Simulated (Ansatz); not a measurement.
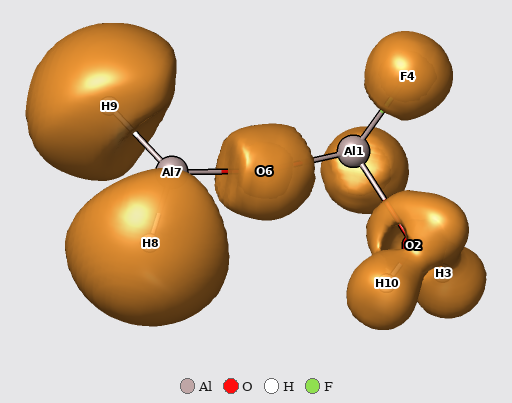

Al$_{2}$F$_{2}$H$_{4}$O$_{2}$. Isosurface of the electron localisation function at 0.8 (orange), seen at a tilt. Only the valence region is drawn (cores and ρ < 0.01 e/Å³ removed).

Computed with Ansatz 0.2.0, RHF/def2-SVP.

The calculation's input:

```
crystal:
  periodic: [false, false, false]
  atoms:
    - { symbol: Al, position_ang: [0.076114, 0.702285, -0.224283] }
    - { symbol: O, position_ang: [-0.352125, -0.952694, 2.191861] }
    - { symbol: H, position_ang: [-1.249219, -1.09237, 2.455508] }
    - { symbol: F, position_ang: [1.319549, 0.094595, -1.102558] }
    - { symbol: F, position_ang: [-1.447589, 0.524123, -0.805673] }
    - { symbol: O, position_ang: [0.379478, 1.69872, 1.157088] }
    - { symbol: Al, position_ang: [0.980651, 2.94351, 2.133533] }
    - { symbol: H, position_ang: [1.207528, 2.614746, 3.663231] }
    - { symbol: H, position_ang: [1.20492, 4.375179, 1.509965] }
    - { symbol: H, position_ang: [-0.142807, -0.034894, 2.435626] }
basis:
  gaussian: { orbitals: def2-SVP }
hamiltonian:
  xc: hf
relax:
  f_tol: 0.03
  max_steps: 50
output:
  orbitals: {}
```

Launched as:

```sh
ansatz run input.yaml --threads 2 --pin off --max-ram 3072MiB --backend cpu --events-out ev --progress --plain --runs-dir out
```

The fields are those of the run's last geometry, not of the input's.

Question: What do the ELF domains correspond to?

Answer: At this value the surface marks out two regions around hydrogen nuclei, two regions wrapped around F (the valence shell of each), one region wrapped around O (its valence shell) and one joined region spread over several atoms (H, O), in which their bonds and any lone pairs are merged. Profiles from the grid: Al–F (1.66 Å): the ELF peaks at about 0.85 in the valence shell of F, 0.6 Å from its nucleus, and is about 0.30 at the midpoint. Al–O (1.68 Å): the ELF peaks at about 0.85 in the valence shell of O, 0.6 Å from its nucleus, and is about 0.35 at the midpoint.
